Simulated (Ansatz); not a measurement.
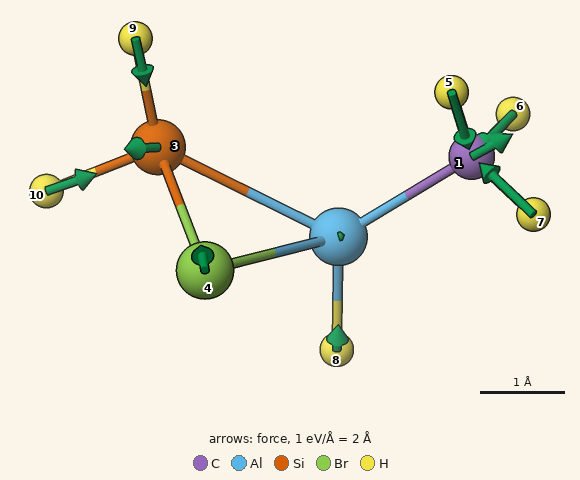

Starting geometry of CH6AlBrSi with the computed forces as green arrows. Style: ball-and-stick. Shown at a tilt.

The start comes from PBE-D4/def2-SVP.

Theory: Ansatz 0.2.0, RKS PBE0-D4/def2-TZVP.

Input file:
```yaml
crystal:
  periodic: [false, false, false]
  atoms:
    - {symbol: C, position_ang: [-1.630995, 0.670990, -0.559853]}
    - {symbol: Al, position_ang: [-0.377034, -0.776044, -0.121422]}
    - {symbol: Si, position_ang: [1.643480, -0.219960, 1.116260]}
    - {symbol: Br, position_ang: [1.958080, -0.259568, -1.271664]}
    - {symbol: H, position_ang: [-1.141486, 1.664771, -0.552238]}
    - {symbol: H, position_ang: [-2.461108, 0.700437, 0.176964]}
    - {symbol: H, position_ang: [-2.084998, 0.519061, -1.560352]}
    - {symbol: H, position_ang: [-0.631891, -2.340776, -0.321371]}
    - {symbol: H, position_ang: [2.109290, 1.166846, 1.486364]}
    - {symbol: H, position_ang: [2.699762, -1.176856, 1.610313]}
basis:
  gaussian: {orbitals: def2-TZVP}
hamiltonian: {xc: pbe0, dispersion: d4}
relax: {f_tol: 0.005, max_steps: 150}
```

Launched with:
```bash
ansatz run in.yaml --threads 4 --pin off --events-out ev --progress --plain --max-ram 10444MiB
```

### Is this structure relaxed? If not, where do the atoms go?

It isn't relaxed: the largest force vector, on H atoms, is 0.50 eV/Å. The final displacements follow the starting forces only in part (cosine between the two patterns 0.51). The largest move after the best rigid fit is that of H7, 0.050 Å. By element the largest moves are H 0.050 Å, Al 0.034 Å, Si 0.027 Å, Br 0.015 Å, C 0.013 Å. Among the contacts that change: Si3–Br4 2.409 → 2.367 Å, Si3–H10 1.508 → 1.488 Å, Al2–Si3 2.434 → 2.415 Å, C1–H5 1.108 → 1.092 Å. After 5 accepted moves (6 points after the start) the energy has fallen by 0.66 kcal/mol. The largest force component goes from 0.45 to 0.0014 eV/Å. The line search rejected the trial step at point 5 of the run. The run took 49 s on 4 threads of Arm Neoverse N1 (shared host).
